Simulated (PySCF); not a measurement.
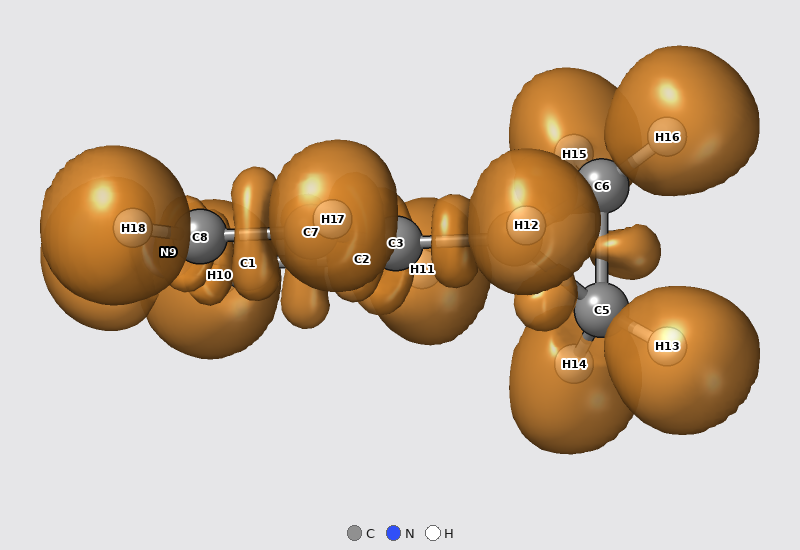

The picture shows: C8H9N. Isosurface of the ELF at 0.8 (orange), seen from one side. Only the valence region is drawn (cores and ρ < 0.01 e/Å³ removed).

Geometry: GFN2-xTB.

Level of theory: PBE0/pcSseg-1, SCF density, gas phase, non-relativistic (PySCF).

```xyz
18

C    -2.1100    0.4387    1.1299
C    -0.7406    0.3305    0.9613
C    -0.2415   -0.0743   -0.2755
C     1.1998   -0.2202   -0.5505
C     2.2035    0.7141    0.0767
C     2.1442   -0.7075    0.5196
C    -1.1746   -0.3466   -1.2743
C    -2.5231   -0.2050   -0.9970
N    -2.9911    0.1790    0.1786
H    -2.5281    0.7503    2.0789
H    -0.0804    0.5594    1.7836
H     1.4111   -0.5441   -1.5629
H     3.0394    1.0324   -0.5273
H     1.8324    1.4795    0.7408
H     1.7311   -0.9309    1.4914
H     2.9384   -1.3752    0.2222
H    -0.8490   -0.6642   -2.2538
H    -3.2701   -0.4095   -1.7535
```

Where are the electrons localised?

The surface consists of eight regions between bonded C–C atoms (shared pairs), two regions between bonded C–N atoms (shared pairs), nine regions around hydrogen nuclei and one lobe on N, pointing away from the bonds (lone pairs).

Values along the shortest contacts:
C–N (1.32 Å): the ELF peaks at about 0.90 between the atoms, as expected for a covalent bond. C–C (1.38 Å): the ELF peaks at about 0.95 between the atoms, as expected for a covalent bond.
